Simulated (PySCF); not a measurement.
H13IN4

Input file:

```
{"job": {"kind": "inter", "xc": "PBE0", "basis": "def2-SVPD", "disp": "d3bj", "pairs": false}, "charge": 0, "multiplicity": 1, "parts": [{"atoms": "0-1", "charge": 0, "multiplicity": 1}, {"atoms": "2-5", "charge": 0, "multiplicity": 1}, {"atoms": "6-9", "charge": 0, "multiplicity": 1}, {"atoms": "10-13", "charge": 0, "multiplicity": 1}, {"atoms": "14-17", "charge": 0, "multiplicity": 1}]}
I      0.499080     1.264097     0.128871
H     -1.021931     1.019579     0.595287
N     -1.429085     1.937440    -2.930719
H     -0.781650     1.480735    -2.297642
H     -1.085956     1.827554    -3.873425
H     -1.416105     2.924913    -2.697133
N     -0.709271     4.362767    -1.296292
H     -0.035204     5.074006    -1.535480
H     -1.436263     4.775729    -0.732107
H     -0.245412     3.644440    -0.748011
N     -2.981116     0.779743     0.936133
H     -3.220567    -0.098721     1.369709
H     -3.387040     1.531418     1.471947
H     -3.383256     0.798396    -0.000801
N     -4.022553     0.905099    -1.860849
H     -4.759113     1.573974    -2.026464
H     -3.178378     1.242849    -2.322291
H     -4.282252     0.027180    -2.284211
```

Launched as:

```sh
OMP_NUM_THREADS=1 python cluster_run.py task.json out
```

Geometry: GFN1-xTB; core potentials replace the inner electrons of I.

All numbers below come from PySCF, PBE0-D3(BJ)/def2-SVPD, SCF density, gas phase, scalar-relativistic core potentials on the heavy atoms.

What will maps of the electron density and electron localisation function show?

Answer. N15···H14 (1.97 Å): the density falls to about 0.21 e/Å³ on the way; the ELF dips to about 0.15 between them (by its geometry a hydrogen bond between the two molecules, with no shared pair).
N–H (1.01 Å): the density is about 2.8 e/Å³ at the midpoint; the ELF climbs to about 1 towards the hydrogen, as it does in any bond to H; a covalent bond by its length.

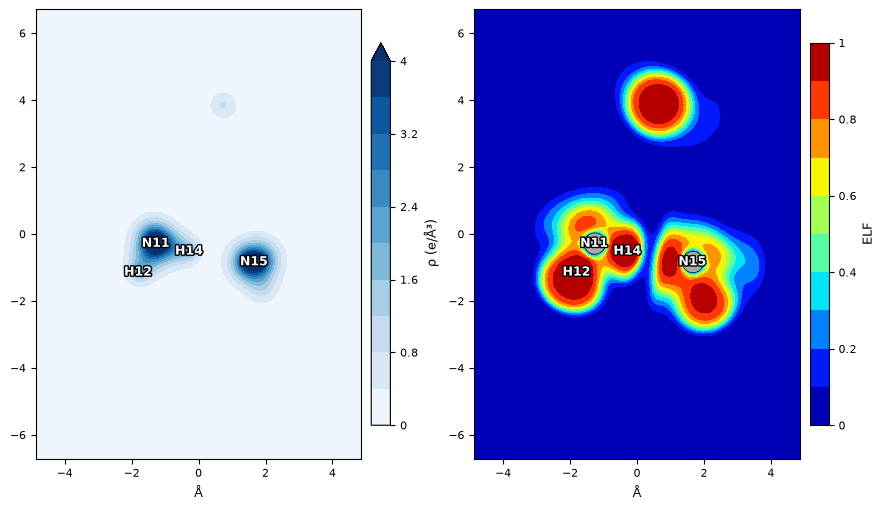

Computed electron density and electron localisation function on the plane of atoms H12, N11 and H14, in this order. Grey discs cover the atomic cores in the ELF map. 
